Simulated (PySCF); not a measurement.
## Electronic structure of C2H6SSi (SMILES C=C[SiH2]S) in real space

```csv
atom,x (Å),y (Å),z (Å)
C,1.6196,0.7188,0.2172
C,0.6549,0.1763,-0.5095
Si,-0.6919,-0.9447,0.1698
S,-2.5957,-0.1252,-0.4348
H,1.7012,0.5386,1.2770
H,2.3729,1.3648,-0.2077
H,0.6228,0.3971,-1.5709
H,-0.6892,-2.2642,-0.4450
H,-0.6624,-0.9955,1.6282
H,-2.3233,1.1387,-0.1468
```

Geometry: GFN2-xTB.

All numbers below come from PySCF 2.14.0, CAM-B3LYP/def2-SVPD, SCF density, gas phase.

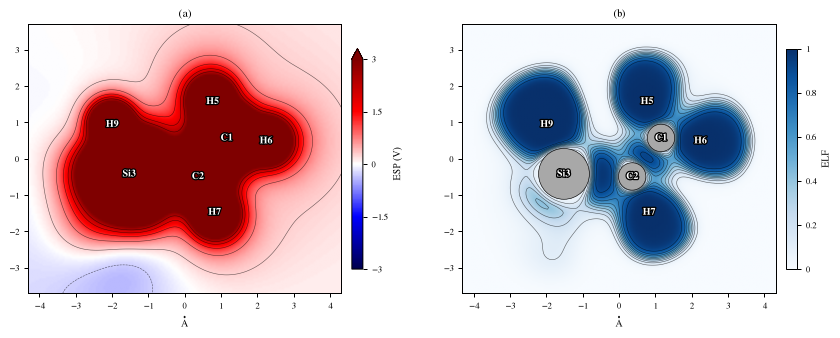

Figure 1. (a) molecular electrostatic potential; (b) ELF on the plane of atoms C1, C2 and Si3. Grey discs cover the atomic cores in the ELF map.

Question: Interpret the plot.

Answer: The section cuts through C, Si and H sites. C–C (1.32 Å): the ELF peaks at about 0.95 between the atoms (a short, multiple covalent bond). C–Si (1.88 Å): the ELF peaks at about 1 between the atoms, as expected for a covalent bond. C–H (1.08 Å): the ELF climbs to about 1 towards the hydrogen, as it does in any bond to H; an ordinary covalent bond to hydrogen. Si–H (1.46 Å): the ELF climbs to about 1 towards the hydrogen. Outside the dense part of the molecule the potential is most negative (−0.4 V) near S4, which lies off the plane.

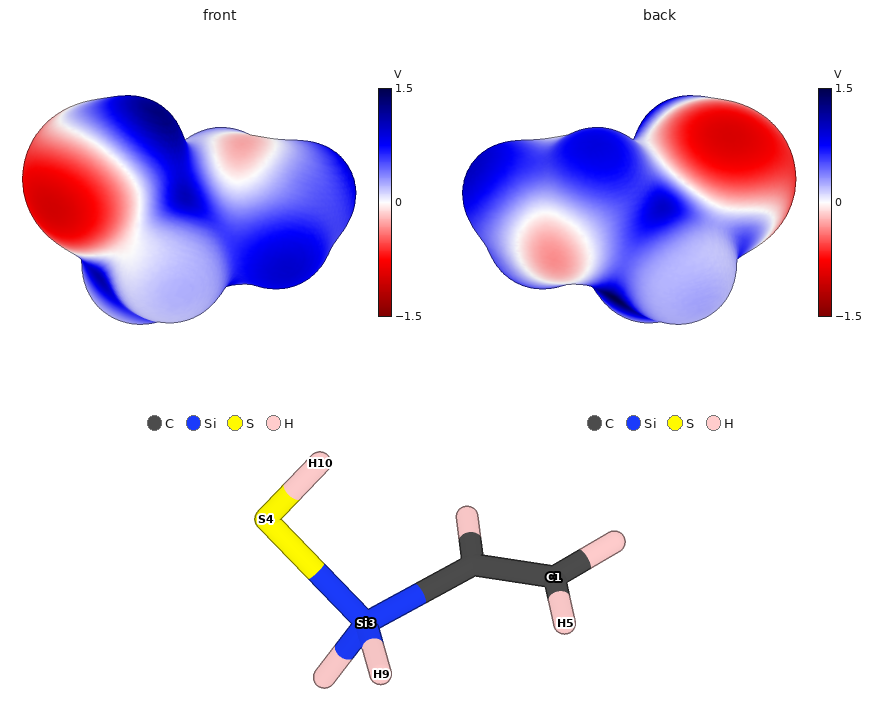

Figure 2. The molecular electrostatic potential painted on the density surface at 0.002 e/bohr³, seen from the front and from behind; red is negative and blue positive. The bare structure is drawn below in the same view.

Question: Where is the surface potential most negative and most positive?

Answer: The most negative region (about −1.0 V, or −23 kcal/mol for a unit charge) lies over S4, the most positive (about +1.3 V, or +30 kcal/mol for a unit charge) over Si3 and H10.

Question: What dipole moment does the calculation give?

Answer: Its dipole moment is 2.03 D.
